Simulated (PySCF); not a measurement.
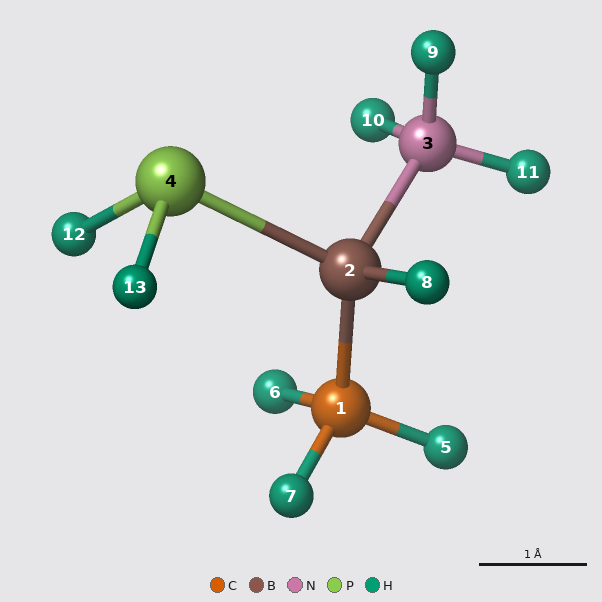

The atoms are numbered. The computed structure is the end point of a PBE0-D3(BJ)/def2-SVP optimisation. No frequency run is at hand to confirm it as a minimum.

Give the bond lengths.

```csv
bond,length (Å),order
C1–B2,1.606,single
C1–H5,1.107,single
C1–H6,1.106,single
C1–H7,1.102,single
B2–N3,1.643,single
B2–P4,1.990,single
B2–H8,1.228,single
N3–H9,1.022,single
N3–H10,1.022,single
N3–H11,1.022,single
P4–H12,1.433,single
P4–H13,1.425,single
```
